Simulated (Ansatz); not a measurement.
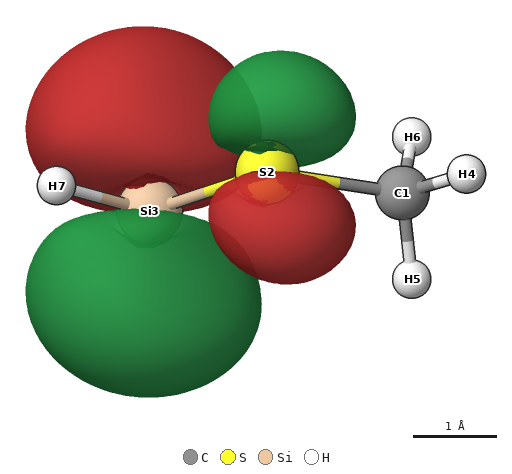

The picture shows: CH₄SSi (SMILES CS[SiH]). One frontier orbital at ±0.1 Å⁻³ᐟ² (green and red are the two phases), seen from one side.

Level of theory: Ansatz, RKS B3LYP-D4/def2-SVP.

```yaml
atoms:
  - { symbol: C, position_ang: [-0.8231, 0.6749, -0.3216] }
  - { symbol: S, position_ang: [0.0182, -0.4038, 0.9101] }
  - { symbol: Si, position_ang: [1.7450, -1.1162, -0.1099] }
  - { symbol: H, position_ang: [-1.7282, 1.0728, 0.1575] }
  - { symbol: H, position_ang: [-0.1726, 1.5100, -0.6147] }
  - { symbol: H, position_ang: [-1.1089, 0.0980, -1.2115] }
  - { symbol: H, position_ang: [2.1309, -1.9037, 1.1445] }
```

Question: Which orbital is it: HOMO or LUMO?

Answer: The LUMO, at −2.43 eV. Its weight (Hirshfeld) is mainly on Si3 (about 75 %) and S2 (about 20 %).
